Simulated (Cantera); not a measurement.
Feed: 1 mol Fe(CO)5, 0.23 mol CO, 1.5 mol H2, equilibrated at 59.0 Pa.

Cantera equilibrium calculation (NASA polynomials, part measured and part estimated; ideal gas, pure solids and liquids). Candidate condensed phases: C, C6H6, C7H8, C8H18, Fe, Fe(CO)5, FeO, Fe(OH)2, Fe(OH)3, Fe2O3, Fe3O4, H2O; 114 gas species. Condensed phases not in the tables: cementite and carbon dissolved in iron. The numbers say what is thermodynamically allowed, not how fast it happens.

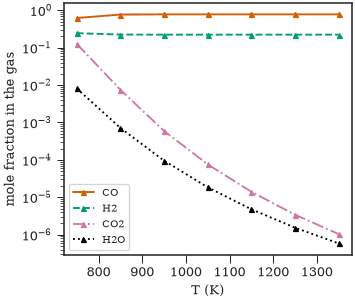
Figure. Equilibrium gas composition (values under 1e-9 drawn at 1e-9)

From 750 K to 1050 K the condensed part is C(graphite) + Fe(α). At 1150 K the condensed part is Fe(α). From 1250 K to 1350 K the condensed part is Fe(γ).
